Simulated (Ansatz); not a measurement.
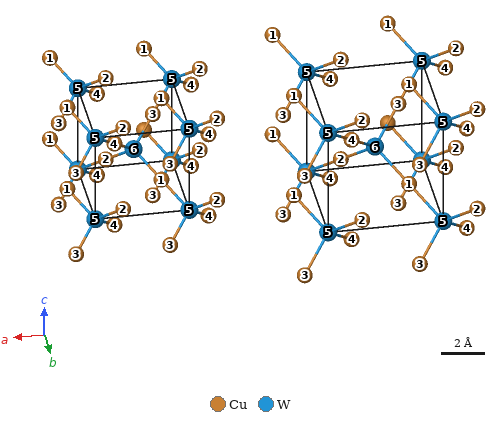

Two geometries of solid Cu2W (a generated structure, set up in Pn-3m) (coarse preliminary run), drawn at one scale. One is the start of a relaxation, the other its converged end. The picture is a ball-and-stick view of the cell of the calculation, seen from a free direction.

Method: DFT PBE, scalar-relativistic, plane waves, PAW in Ansatz 0.2.0. Settings: plane-wave cutoff 420 eV; k-point mesh 4 × 4 × 4; occupations gaussian; smearing width 0.1 eV; no spin polarisation; cell and atoms relaxed; force threshold 0.04 eV/Å; at most 70 steps.

Q: Which of the two is the end point?

A: The right one is the relaxed one. No atom moves by more than 0.005 Å relative to the cell. The volume changes by +83.6 %, with a = b = c 4.471 → 5.475 Å (+22.5 %). Among the contacts that change: Cu1–W5 1.936 → 2.371 Å. The space group stays Pn-3m (No. 224). The energy falls by 13.675 eV per cell of the calculation in 7 accepted moves (9 points after the start). All forces vanish by symmetry, so only the cell relaxes. Pressure: 101.39 GPa at the start and 0.10 GPa at the end. At 2 points the geometry stayed and the basis and grid were re-selected for the new cell (energy shift of 0.786 eV per cell of the calculation at most each time). The run took 110 s on 1 thread of Arm Neoverse N1 (shared host), peak memory 0.45 GiB.
